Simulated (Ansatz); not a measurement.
Input

```
crystal:
  lattice:
    - [5.0349856722, 0.0, 0.0]
    - [0.0, 5.1187498043, 0.0]
    - [0.0, 0.0, 5.5564766468]
  atoms:
    - { symbol: Ge, position: [0.5, 0.5, 0.5] }
    - { symbol: Ge, position: [0.5, 0.0, 0.5] }
    - { symbol: As, position: [0.0, 0.0, 0.5] }
    - { symbol: As, position: [0.5, 0.0, 0.0] }
    - { symbol: As, position: [0.0, 0.0, 0.0] }
basis:
  ecutwfc: 420
kpoints:
  mp_grid: { grid: [8, 8, 8] }
hamiltonian:
  xc: pbe
scf:
  occupations: { method: gaussian, width: 0.1 }
output:
  forces: true
  stress: true
  eigenvalues: true
  write_density: true
  write_potential: true
  elf: true
  volumetric_format: npy
relax:
  adjacent_minimum: "off"
  f_tol: 0.01
  max_steps: 80
  cell: { stress_tol: 0.05 }
```

Run with:

```sh
ansatz run input.yaml --threads 1 --pin off --max-ram 2560MiB --backend cpu --events-out ev --progress --plain --runs-dir out
```

Below, planes, directions and counts refer to the conventional cell (a = 5.25 Å, b = 5.26 Å, c = 5.03 Å, α = 90.00°, β = 90.00°, γ = 90.00°).

The fields are those of the run's last geometry, not of the input's.

Space group P4/mmm; a structure generated by program, which may or may not match a known phase; computed without spin polarisation.

Method: Ansatz 0.2.0, DFT PBE, scalar-relativistic, plane waves, PAW.

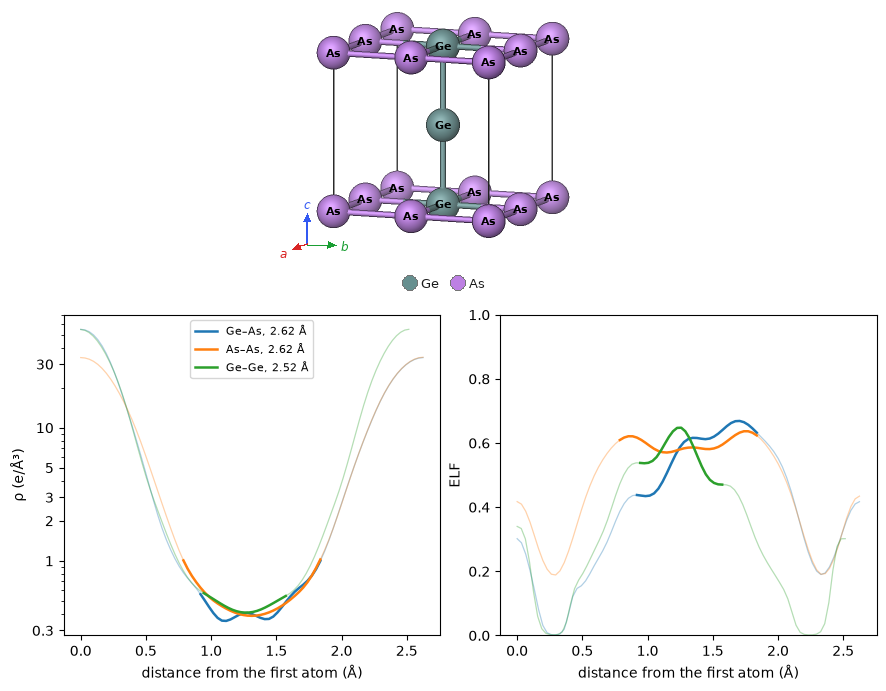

Ge2As3. Valence charge density (pseudo) and electron localisation function along straight lines between neighbouring atoms. Thin, pale parts lie inside the atomic spheres. The structure is drawn too.

In a PAW calculation such maps are meaningful between the atoms, not at the nuclei.

What can be read from the curves?

Ge–As (2.62 Å): the density is about 0.4 e/Å³ at the midpoint, with its minimum of 0.35 e/Å³ about 1.1 Å from Ge; the ELF is about 0.60 at the midpoint and 0.45 at its lowest between the atoms.
As–As (2.62 Å): ρ at the midpoint is about 0.39 e/Å³; the ELF peaks at about 0.65 between the atoms.
Ge–Ge (2.52 Å): the density is about 0.41 e/Å³ at the midpoint; the ELF peaks at about 0.65 between the atoms.
